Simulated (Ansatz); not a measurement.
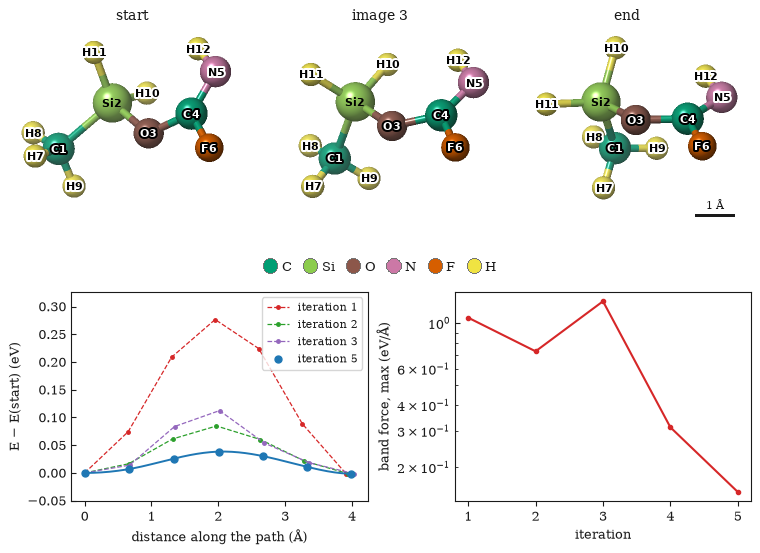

NEB run on C$_{2}$H$_{6}$FNOSi. Images are numbered from 0 (start) to 6 (end). The plot follows the band through its iterations. The picture is a ball-and-stick view, seen at a tilt.

Level of theory: Ansatz 0.2.0, RKS B3LYP-D4/cc-pVDZ.

Input file:
```yaml
crystal:
  periodic: [false, false, false]
  atoms:
    - { symbol: C, position_ang: [-0.660915, -1.715074, 1.093599] }
    - { symbol: Si, position_ang: [0.374933, -0.586925, 0.025247] }
    - { symbol: O, position_ang: [-0.517618, 0.890104, -0.058433] }
    - { symbol: C, position_ang: [-0.126919, 1.981537, -0.730081] }
    - { symbol: "N", position_ang: [0.887797, 2.237207, -1.43308] }
    - { symbol: F, position_ang: [-1.054244, 2.927051, -0.563899] }
    - { symbol: H, position_ang: [-1.649863, -1.878719, 0.637517] }
    - { symbol: H, position_ang: [-0.164074, -2.692295, 1.209392] }
    - { symbol: H, position_ang: [-0.803795, -1.27601, 2.093415] }
    - { symbol: H, position_ang: [1.713484, -0.282787, 0.616412] }
    - { symbol: H, position_ang: [0.55354, -1.097631, -1.368011] }
    - { symbol: H, position_ang: [1.524674, 1.438443, -1.488078] }
basis:
  gaussian: { orbitals: cc-pVDZ }
hamiltonian:
  xc: b3lyp
  dispersion: d4
neb:
  order_check: false
  images: 5
  f_tol: 0.2
  max_iterations: 60
  initial_path: idpp
  final_atoms:
    - { symbol: C, position_ang: [-0.4475708, -1.27640581, 1.03770243] }
    - { symbol: Si, position_ang: [0.34020432, -0.8733875, -0.61366676] }
    - { symbol: O, position_ang: [-0.35277806, 0.58383761, -1.23597057] }
    - { symbol: C, position_ang: [-0.20763282, 1.78664474, -0.66518893] }
    - { symbol: "N", position_ang: [0.58163468, 2.22437752, 0.21622233] }
    - { symbol: F, position_ang: [-1.10926109, 2.61536562, -1.19540217] }
    - { symbol: H, position_ang: [-1.53196635, -1.43219311, 0.92274641] }
    - { symbol: H, position_ang: [-0.00561747, -2.19435268, 1.45977102] }
    - { symbol: H, position_ang: [-0.287864, -0.45473744, 1.75388859] }
    - { symbol: H, position_ang: [1.81669938, -0.67330993, -0.48438631] }
    - { symbol: H, position_ang: [0.03283455, -1.86803988, -1.67536121] }
    - { symbol: H, position_ang: [1.24831765, 1.50710187, 0.51364518] }
```

Command:
```bash
ansatz run input.yaml --threads 2 --pin off --max-ram 3072MiB --backend cpu --events-out ev --progress --plain --runs-dir out
```

**Did the band converge, and can the barrier be trusted?**

The run is converged, with reservations. The band converged in 5 iterations. The largest component of the band force went from 1.1 to 0.15 eV/Å. The climbing image converged on the top of the path. Its curvatures weren't checked. The force threshold is loose. The first iteration put the highest image at 0.277 eV. The two ends have nearly the same energy, and the highest point, image 3, lies 0.038 eV above the start.

Cost: 81 s on 2 threads of Intel(R) Xeon(R) Platinum 8488C (Sapphire Rapids), with other jobs on the host, peak memory 0.3 GiB.
